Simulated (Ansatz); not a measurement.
**AlNH3 (SMILES [NH2][AlH]): the energy, rung by rung**

The species is AlNH3 (5 atoms), meant as a doublet with charge 0. SMILES: `[NH2][AlH]`. The coordinates come from a PBE0-D4/def2-TZVP relaxation. This is one conformer, not always the lowest.

| atom | x (Å) | y (Å) | z (Å) |
| --- | --- | --- | --- |
| N | -0.1166 | -0.6608 | 0.1751 |
| Al | 0.8366 | 0.8339 | 0.1208 |
| H | 0.1485 | -1.5053 | 0.6555 |
| H | -1.0103 | -0.7828 | -0.2774 |
| H | 0.1918 | 2.0414 | -0.7154 |

Each level gives the energy change with the N1–H4 bond stretched from 1.009 to 2.018 Å (eV). The values are calculated.

| level | kind | program | value (eV) | less FCI/STO-3G | CPU time (all runs) |
| --- | --- | --- | --- | --- | --- |
| U-revPBE/STO-3G | GGA | Ansatz | 4.02 | +0.06 | 3.6 s |
| UBLYP/STO-3G | GGA | Ansatz | 3.86 | -0.10 | 3.6 s |
| U-r2SCAN/STO-3G | meta-GGA | Ansatz | 4.29 | +0.33 | 8.1 s |
| UCAM-B3LYP/STO-3G | range-separated hybrid | Ansatz | 4.70 | +0.74 | 6.8 s |
| UHSE06/STO-3G | range-separated hybrid | Ansatz | 4.60 | +0.64 | 7.2 s |
| UB2PLYP/STO-3G | double hybrid | Ansatz | 4.56 | +0.60 | 9.4 s |
| UCCSD(T)/STO-3G | coupled cluster or CI | Ansatz | 4.01 | +0.05 | 1.4 s |
| UCCSDTQ/STO-3G | coupled cluster or CI | Ansatz | 3.96 | 0.00 | 58 s |
| FCI/STO-3G | exact in the basis | Ansatz | 3.96 | 0.00 | 5.4 s |

FCI/STO-3G is exact within its basis and frozen core, so for wave-function methods in that basis the difference is their error; functionals converge differently with the basis, so for them it is only a difference. The first shape isn't each level's own minimum. The values span 3.86 to 4.70 eV. Spin contamination of the reference (⟨S²⟩ at least 0.1 too high) touches U-revPBE/STO-3G, U-r2SCAN/STO-3G, UCAM-B3LYP/STO-3G, UHSE06/STO-3G, UB2PLYP/STO-3G, UCCSD(T)/STO-3G, UCCSDTQ/STO-3G. All rows use very small basis sets, so even the best lies far from the true value. CPU times are rough (shared hosts, several kinds of processor): they show what a rung costs within a factor of a few.

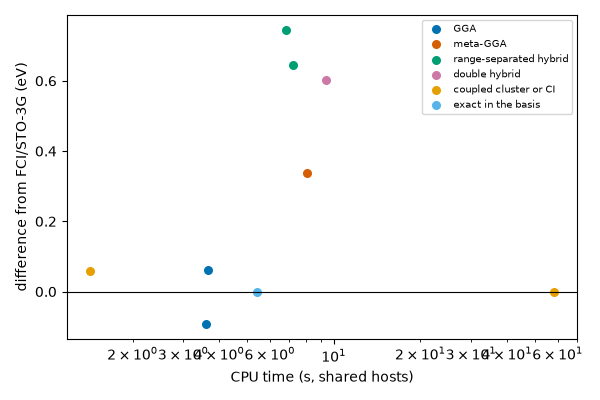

Difference from FCI/STO-3G against processor time, one point a level.
